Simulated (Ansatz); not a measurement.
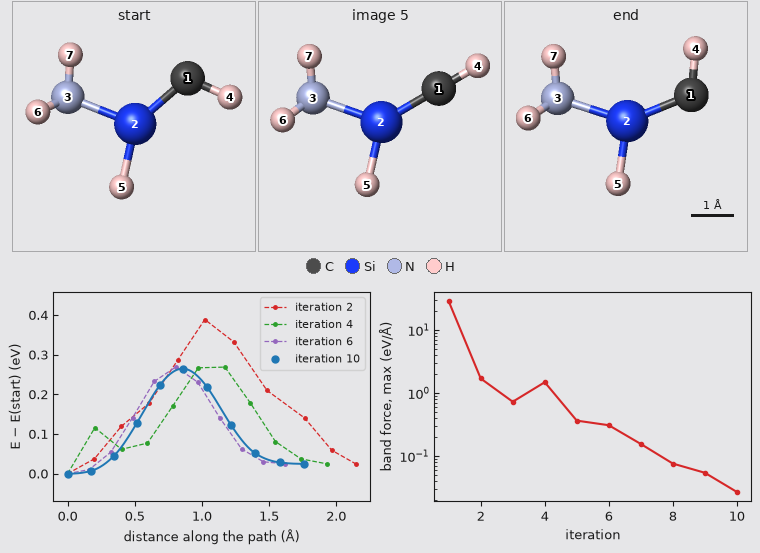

A nudged-elastic-band calculation for CH₄NSi (charge −1). Images are numbered from 0 (start) to 10 (end). The plot follows the band through its iterations. Style: ball-and-stick. Shown face on.

The calculation used RKS LDA/def2-SVP in Ansatz. Run with 9 movable images; climbing image; force threshold 0.05 eV/Å; iteration limit 60; starting path by straight interpolation.

> Did the band converge, and can the barrier be trusted?

The run is converged, with reservations. The band converged in 10 iterations. The largest component of the band force went from 29 to 0.027 eV/Å. The climbing image converged on the top of the path. Its curvatures weren't checked. The straight starting path can push atoms close together and costs iterations. The first iteration put the highest image at 5.819 eV. The highest point, image 5, lies 0.265 eV above the start and 0.240 eV above the end; the end is at +0.025 eV relative to the start.

Limits of the set-up: the basis has no diffuse functions, which an anion needs.
